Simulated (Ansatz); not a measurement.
```yaml
atoms:
  - { symbol: C, position_ang: [-1.0633, 0.8878, -0.5109] }
  - { symbol: Si, position_ang: [0.2299, -0.0848, 0.3812] }
  - { symbol: N, position_ang: [1.2999, -0.8006, -0.7154] }
  - { symbol: O, position_ang: [-0.3416, -1.3052, 1.3118] }
  - { symbol: F, position_ang: [0.9324, 0.9412, 1.4037] }
  - { symbol: H, position_ang: [-0.6100, 1.6460, -1.1550] }
  - { symbol: H, position_ang: [-1.7151, 1.4050, 0.1968] }
  - { symbol: H, position_ang: [-1.6788, 0.2345, -1.1321] }
  - { symbol: H, position_ang: [1.6097, -0.3343, -1.5499] }
  - { symbol: H, position_ang: [1.9146, -1.5481, -0.4410] }
  - { symbol: H, position_ang: [-0.5124, -1.0985, 2.2313] }
```

Geometry: PBE0-D4/def2-TZVP.

The calculation used RKS PBE0-D4/def2-TZVPP (Ansatz).

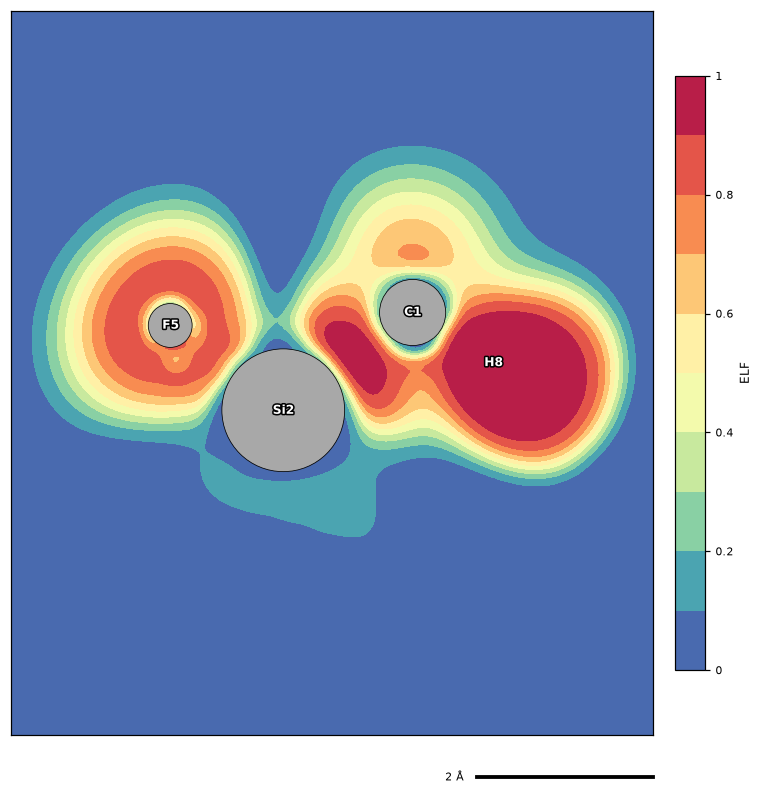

CH6FNOSi. Electron localisation function on the plane of atoms C1, Si2 and F5. Grey discs cover the atomic cores.

What do the fields say about this system?

Answer.
- The plane passes through C, Si, F and H nuclei.
- Si–F (1.61 Å): the ELF peaks at about 0.85 in the valence shell of F, 0.5 Å from its nucleus, and is about 0.55 at the midpoint.
- C–Si (1.85 Å): the ELF peaks at about 0.95 between the atoms: a covalent bond.
- C–H (1.09 Å): the ELF climbs to about 1 towards the hydrogen, as it does in any bond to H; an ordinary covalent bond to hydrogen.
- The ELF also peaks beside F5, away from the bonds: lone-pair regions.
